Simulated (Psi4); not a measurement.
**One shape, several levels: TiO2 (SMILES [O]=[Ti]=[O])**

We compute a comparison of 6 runs (HF/def2-TZVP, B3LYP/6-31G*, tau-HCTHh/aug-pcseg-1, MP3/3-21G) of TiO2. 

Program for the calculation: Psi4 1.11.

5 further runs of the same task are left out: 5 that didn't finish.

## Step 1: The system as given

TiO2 has 3 atoms, charge 0, and is taken as a singlet. SMILES: `[O]=[Ti]=[O]`. Geometry: a GFN2-xTB relaxation, a rough one for these elements and not checked as a minimum.

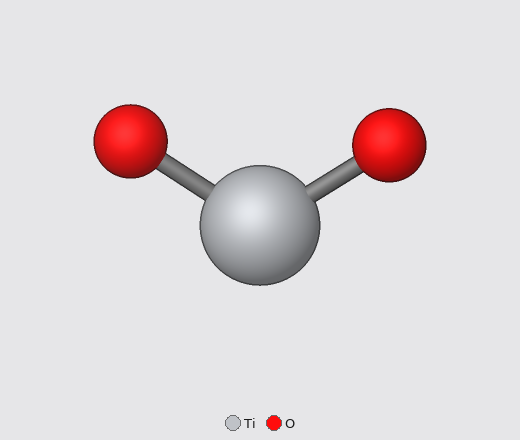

The structure, seen from a chosen angle (titanium light grey, oxygen red).

## Step 2: Energy and forces at HF/def2-TZVP (run 1)

calc.dat

```
memory 1600 mb

molecule {
  Ti
  O 1 1.629684
  O 1 1.629728 2 113.62734
  symmetry c1
}

set globals {
  reference rhf
  puream true
  e_convergence 1e-09
  d_convergence 1e-08
  scf_type pk
}

e, wfn = gradient('hf/def2-TZVP', return_wfn=True)
oeprop(wfn, 'MAYER_INDICES', 'QUADRUPOLE', 'LOWDIN_CHARGES', title='HF')
```

The run is started by

```
$ psi4 -n 1 calc.dat calc.out
```

calc.out:

```text
[...]
  Running in c1 symmetry.
[...]
  Nuclear repulsion =  126.712612554035047
[...]
  Multiplicity = 1
[...]
  Nalpha       = 19
  Nbeta        = 19
[...]
    Number of basis functions: 107
[...]
   @RHF iter   1:  -997.52452669508727   -9.13373e-01   1.13787e-02 ADIIS/DIIS
[...]
   @RHF iter  17:  -998.16838730708992   -5.00222e-12   5.23399e-09 DIIS
[...]
    Orbital Energies [Eh]
    ---------------------
    Doubly Occupied:
       1A   -183.386044     2A    -21.561600     3A    -20.505816
       4A    -20.505803     5A    -17.929369     6A    -17.927880
       7A    -17.927749     8A     -2.979727     9A     -1.927223
      10A     -1.913182    11A     -1.899591    12A     -1.170668
      13A     -1.149820    14A     -0.511647    15A     -0.493746
      16A     -0.462569    17A     -0.438622    18A     -0.436600
      19A     -0.410061
[...]
  @RHF Final Energy:  -998.16838730708992
   => Energetics <=
    Nuclear Repulsion Energy =            126.7126125540350472
    One-Electron Energy =               -1622.6865610467787064
    Two-Electron Energy =                 497.8055611856536871
    Total Energy =                       -998.1683873070899153
[...]
  -Total Gradient:
     Atom            X                  Y                   Z
    ------   -----------------  -----------------  -----------------
       1        0.030116498447     0.019662152341     0.000000000000
       2       -0.007592702876    -0.021228157759    -0.000000000000
       3       -0.022523795578     0.001566005417     0.000000000000
[...]
 Multipole Moments:
 ------------------------------------------------------------------------------------
     Multipole            Electronic (a.u.)      Nuclear  (a.u.)        Total (a.u.)
 ------------------------------------------------------------------------------------
 L = 1.  Multiply by 2.5417464519 to convert [e a0] to [Debye]
 Dipole X            :          3.7469729           -1.1187556            2.6282173
 Dipole Y            :          2.4504399           -0.7316790            1.7187609
 Dipole Z            :          0.0000000            0.0000000            0.0000000
 Magnitude           :                                                    3.1403288
 L = 2.  Multiply by 1.3450342976 to convert [e a0^2] to [Debye ang]
 Quadrupole XX       :        -70.8775144           50.3145587          -20.5629557
 Quadrupole XY       :         42.1356758          -36.6094275            5.5262483
[...]
```

Run time: 17 s. Hardware: 1 thread of Intel Xeon Platinum 8259CL at 2.50GHz (Skylake/Cascade Lake), shared host; peak memory 0.48 GiB.

## Step 3: Energy and gradient at B3LYP/6-31G(d) (spherical functions) (run 2)

calc.py

```python
import psi4

psi4.set_memory('1600 MB')
psi4.set_num_threads(1)
psi4.set_output_file('o2ti.out', False)

geom = psi4.geometry("""
0 1
Ti     0.00859825    -0.01073364    -1.12372564
O      2.57265425    -0.03783232     0.58190337
O     -2.58123361     0.04854706     0.54182227
units bohr
symmetry c1
no_reorient
no_com
""")

psi4.set_options(dict(puream=True, e_convergence=1e-09, d_convergence=1e-08, scf_type='pk', dft_radial_points=99, dft_spherical_points=590))

E, wfn = psi4.gradient('b3lyp/6-31G*', return_wfn=True)
psi4.oeprop(wfn, 'QUADRUPOLE', 'LOWDIN_CHARGES', 'MAYER_INDICES')
print('gradient / Eh bohr^-1')
print(E.np.round(6))
print(f'energy = {wfn.energy():.10f} Eh')
```

The run is started by

```
$ python calc.py
```

o2ti.out:

```text
[...]
  Running in c1 symmetry.
[...]
  Nuclear repulsion =  126.712608073075842
[...]
  Multiplicity = 1
[...]
  Nalpha       = 19
  Nbeta        = 19
[...]
    Number of basis functions: 62
[...]
   @RKS iter   1:  -998.97883126955946   -9.82006e-02   2.37339e-02 DIIS/ADIIS
[...]
   @RKS iter  14:  -999.89245204098711   -3.41061e-12   3.46748e-09 DIIS
[...]
    Orbital Energies [Eh]
    ---------------------
    Doubly Occupied:
       1A   -178.847367     2A    -19.884684     3A    -19.091180
       4A    -19.091153     5A    -16.599886     6A    -16.599534
       7A    -16.595091     8A     -2.367420     9A     -1.494595
      10A     -1.490925    11A     -1.482607    12A     -0.837597
      13A     -0.820535    14A     -0.325297    15A     -0.314825
      16A     -0.303093    17A     -0.285518    18A     -0.274307
      19A     -0.239402
[...]
  @RKS Final Energy:  -999.89245204098711
   => Energetics <=
    Nuclear Repulsion Energy =            126.7126080730758417
    One-Electron Energy =               -1625.3096855185879122
    Two-Electron Energy =                 546.5575689952893299
    DFT Exchange-Correlation Energy =     -47.8529435907644611
    Empirical Dispersion Energy =           0.0000000000000000
    VV10 Nonlocal Energy =                  0.0000000000000000
    Total Energy =                       -999.8924520409871093
[...]
  -Total Gradient:
     Atom            X                  Y                   Z
    ------   -----------------  -----------------  -----------------
       1       -0.000028421794     0.000072997132     0.007700402681
       2        0.001836280271    -0.000067500686    -0.003885318196
       3       -0.001807204336    -0.000006248038    -0.003893723188
[...]
 Multipole Moments:
 ------------------------------------------------------------------------------------
     Multipole            Electronic (a.u.)      Nuclear  (a.u.)        Total (a.u.)
 ------------------------------------------------------------------------------------
 L = 1.  Multiply by 2.5417464519 to convert [e a0] to [Debye]
 Dipole X            :         -0.1009148            0.1205266            0.0196118
 Dipole Y            :          0.1260143           -0.1504222           -0.0244078
 Dipole Z            :         13.1754674          -15.7321590           -2.5566916
 Magnitude           :                                                    2.5568833
 L = 2.  Multiply by 1.3450342976 to convert [e a0^2] to [Debye ang]
 Quadrupole XX       :       -132.4057320          106.2521612          -26.1535708
 Quadrupole XY       :          1.9506065           -1.7831566            0.1674498
[...]
```

Standard output:

```text
gradient / Eh bohr^-1
[[-2.800e-05  7.300e-05  7.700e-03]
 [ 1.836e-03 -6.800e-05 -3.885e-03]
 [-1.807e-03 -6.000e-06 -3.894e-03]]
energy = -999.8924520410 Eh
```

Wall time 13 s (1 thread of Intel Xeon Platinum 8259CL at 2.50GHz (Skylake/Cascade Lake), shared host); peak memory 0.51 GiB.

Runs 3 to 5 aren't shown in full; the table further down has their settings and results.

## Step 4: A single-point energy at MP3/3-21G (sfX2C) (run 6)

o2ti.py

```python
import psi4

psi4.set_memory('1600 MB')
psi4.set_num_threads(1)
psi4.set_output_file('run.log', False)

mol = psi4.geometry("""
0 1
Ti     0.004550    -0.005680    -0.594650
O      1.361390    -0.020020     0.307930
O     -1.365930     0.025690     0.286720
no_reorient
no_com
""")

psi4.set_options(dict(basis='3-21G', scf_type='pk', freeze_core=True, mp_type='conv', relativistic='x2c'))

result = psi4.energy("mp3", molecule=mol)
print(f'mp3 energy: {result:.10f} Eh')
```

The run is started by

```
$ python o2ti.py
```

run.log:

```text
[...]
  Running in c1 symmetry.
[...]
  Nuclear repulsion =  126.712608119806532
[...]
  Multiplicity = 1
[...]
  Nalpha       = 19
  Nbeta        = 19
[...]
    Number of basis functions: 47
[...]
    WARNING: The X2C and Dirac Hamiltonians have substatially different eigenvalues!
             This is probably caused by the recontraction of the basis set.
[...]
   @RHF iter   1:  -996.11968461971503   -1.19322e+00   2.58402e-02 DIIS/ADIIS
[...]
   @RHF iter  17:  -996.85303734313891   -1.93268e-12   3.23566e-09 DIIS
[...]
    Orbital Energies [Eh]
    ---------------------
    Doubly Occupied:
       1A   -183.326212     2A    -21.748684     3A    -20.397528
       4A    -20.397160     5A    -17.932374     6A    -17.930490
       7A    -17.930290     8A     -3.020343     9A     -1.930957
      10A     -1.913174    11A     -1.897790    12A     -1.149288
      13A     -1.125865    14A     -0.483400    15A     -0.457322
      16A     -0.432724    17A     -0.407679    18A     -0.394323
      19A     -0.375251
[...]
  @RHF Final Energy:  -996.85303734313891
   => Energetics <=
    Nuclear Repulsion Energy =            126.7126081198065322
    One-Electron Energy =               -1620.6295799353767961
    Two-Electron Energy =                 497.0639344724314128
    Total Energy =                       -996.8530373431390217
[...]
 Multipole Moments:
 ------------------------------------------------------------------------------------
     Multipole            Electronic (a.u.)      Nuclear  (a.u.)        Total (a.u.)
 ------------------------------------------------------------------------------------
 L = 1.  Multiply by 2.5417464519 to convert [e a0] to [Debye]
 Dipole X            :         -0.0975082            0.1205267            0.0230185
 Dipole Y            :          0.1217719           -0.1504222           -0.0286503
 Dipole Z            :         12.7310735          -15.7321590           -3.0010854
 Magnitude           :                                                    3.0013105
[...]
	SCS-MP2 Total Energy (a.u.)        :  -997.27168318870235
	SOS-MP2 Total Energy (a.u.)        :  -997.25611388697996
[...]
	SOS-PI-MP2 Total Energy (a.u.)     :  -997.28711977496766
[...]
	MP2 Total Energy (a.u.)            :  -997.30282179214726
[...]
	SCS-MP3 Total Energy (a.u.)        :  -997.24093669508920
[...]
	MP3 Total Energy (a.u.)            :  -997.17983581769442
[...]
```

On the terminal:

```text
mp3 energy: -997.1798358177 Eh
```

Run time: 2.8 s. Hardware: 1 thread of Intel Xeon Platinum 8259CL at 2.50GHz (Skylake/Cascade Lake), shared host; peak memory 0.21 GiB.

## Step 5: Overview of the runs

| run | level | integration grid | task | energy (Eh) | dipole moment (D) | HOMO energy (eV) | LUMO energy (eV) | wall time |
| --- | --- | --- | --- | --- | --- | --- | --- | --- |
| 1 | HF/def2-TZVP | – | gradient | -998.168387 | 7.98 | -11.16 | -0.92 | 17 s |
| 2 | B3LYP/6-31G* (spherical functions) | 99 radial × 590 angular | gradient | -999.892452 | 6.50 | -6.51 | -3.01 | 13 s |
| 3 | tau-HCTHh/aug-pcseg-1 (DKH3, density fitting, IEF-PCM cyclohexane) | 75 radial × 302 angular | properties | -1003.531789 | 7.63 | -6.68 | -2.15 | 11 s |
| 4 | tau-HCTHh/aug-pcseg-1 (density fitting, IEF-PCM cyclohexane) | 75 radial × 302 angular | properties | -999.825117 | 7.60 | -6.68 | -2.12 | 11 s |
| 5 | MP3/3-21G | – | energy | -993.511196 | – | -10.22 | -0.79 | 2.7 s |
| 6 | MP3/3-21G (sfX2C) | – | energy | -997.179836 | – | -10.21 | -0.82 | 2.8 s |

## Step 6: What came out

```
                                           quantity          value
                                run 6: total energy  -997.17984 Eh
         run 6: HOMO energy (Hartree–Fock orbitals)      -10.21 eV
         run 6: LUMO energy (Hartree–Fock orbitals)       -0.82 eV
       run 6: HOMO–LUMO gap (Hartree–Fock orbitals)        9.39 eV
run 6: correlation energy (11 core orbitals frozen)     -326.8 mEh
```

What this shows: Over runs 1, 2, 3, 4 the dipole moment (its size) runs from 6.50 D (B3LYP/6-31G*) to 7.98 D (HF/def2-TZVP). The two ends differ in method and basis. Over runs 1, 2, 3, 4 the HOMO–LUMO gap runs from 3.50 eV (B3LYP/6-31G*) to 10.24 eV (HF/def2-TZVP). Totals of different functionals can't be ranked against each other. Some runs of one species differ in core potentials or relativity; totals across that change don't compare. All runs together took 58 s, the longest 17 s.
